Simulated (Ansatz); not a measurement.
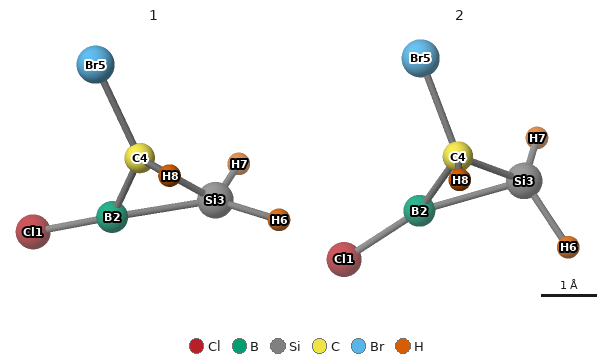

Two geometries of CH$_{3}$BBrClSi (coarse preliminary run), drawn at one scale. One is the start of a relaxation, the other its converged end. The picture is a ball-and-stick view, seen at a tilt.

All numbers below come from RKS PBE-D4/def2-SVP in Ansatz 0.2.0. Set-up: force threshold 0.03 eV/Å; at most 200 steps.

Question: Which of the two is the end point?

Answer: Structure 1 is the relaxed one. The start comes from a force field. The energy falls by 1.285 eV in 11 geometry steps. Largest force component: 4.4 eV/Å at the start, 0.025 eV/Å at the end. The largest move after the best rigid fit is that of H6, 0.70 Å. Largest moves by element: H 0.70 Å, Br 0.57 Å, Cl 0.53 Å, Si 0.42 Å, C 0.25 Å, B 0.14 Å. Among the contacts that change: Si3–Br5 3.092 → 3.677 Å, Si3–C4 1.720 → 2.020 Å, B2–C4 1.635 → 1.509 Å, Cl1–B2 1.805 → 1.737 Å. Among the angles between lasting bonds that change: Si3–C4–H8 118.6° → 92.4°, Si3–C4–Br5 114.6° → 137.0°, B2–Si3–H6 107.1° → 129.1°. The run took of the order of 2.2 core-minutes on a shared host.
